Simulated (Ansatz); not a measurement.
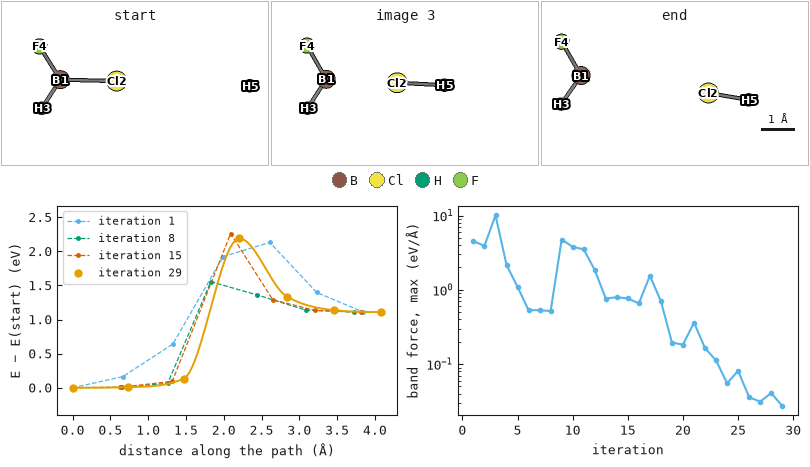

A search for the minimum-energy path of BH$_{2}$ClF (multiplicity 2), made up at the start of BHClF and H by the nudged elastic band. Images are numbered from 0 (start) to 6 (end). The plot follows the band through its iterations. A ball-and-stick model, seen at a tilt.

Theory: Ansatz, UHF/6-31G*. Run with 5 movable images; climbing image; force threshold 0.03 eV/Å; iteration limit 60; optimiser L-BFGS; starting path through a guess of the saddle point.

> How did the profile develop, and is the result final?

The run is converged, with reservations. The band converged in 29 iterations. The largest component of the band force went from 4.5 to 0.027 eV/Å. The climbing image converged on the top of the path. Its curvatures weren't checked. The first iteration put the highest image at 2.13 eV. Forward barrier 2.19 eV, backward barrier 1.08 eV, with image 3 at the top; the reaction energy is +1.11 eV.

Limits of the set-up: the start holds two separate molecules, 4.1 Å apart at their closest, whose relative position is a soft coordinate and is computed without a dispersion correction; Hartree-Fock leaves out electron correlation.

Cost: 52 s on 1 thread of Intel(R) Xeon(R) 6975P-C (Granite Rapids), on a shared host, peak memory 0.12 GiB.
